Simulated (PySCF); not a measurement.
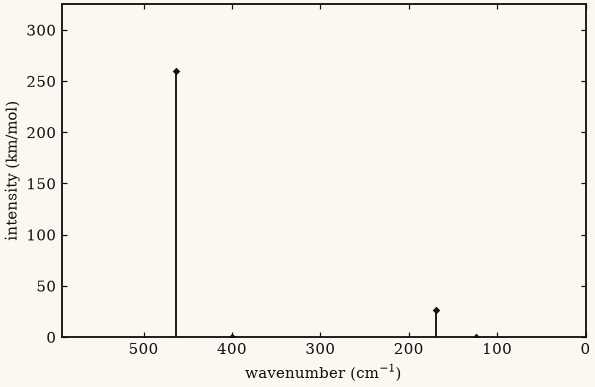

Unscaled harmonic wavenumbers and double-harmonic intensities, PBE0/def2-TZVP, PySCF, isolated molecule. Structures are the lowest points that the searches found. Degenerate modes count as one line, with their intensities summed.

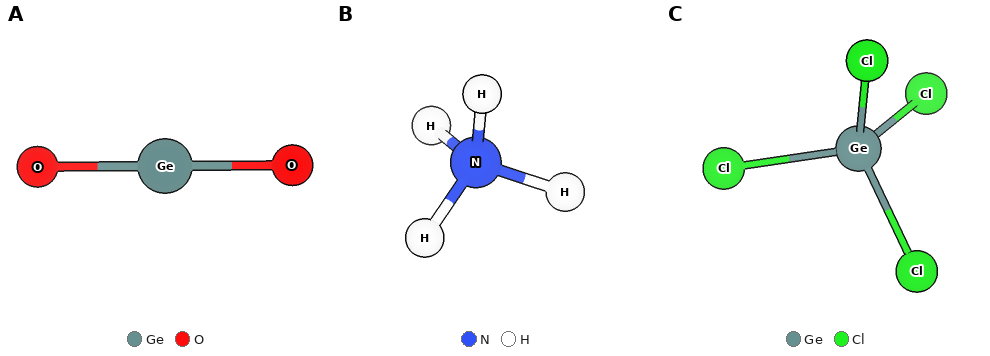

Whose IR spectrum is this? Choose among the lettered structures. Charge and spin: A neutral singlet; B +1 singlet; C neutral singlet.

Answer. Structure C, GeCl₄, singlet. It has its most intense lines at 463.2 and 169.0 cm⁻¹.

Caveats: no scalar relativity.
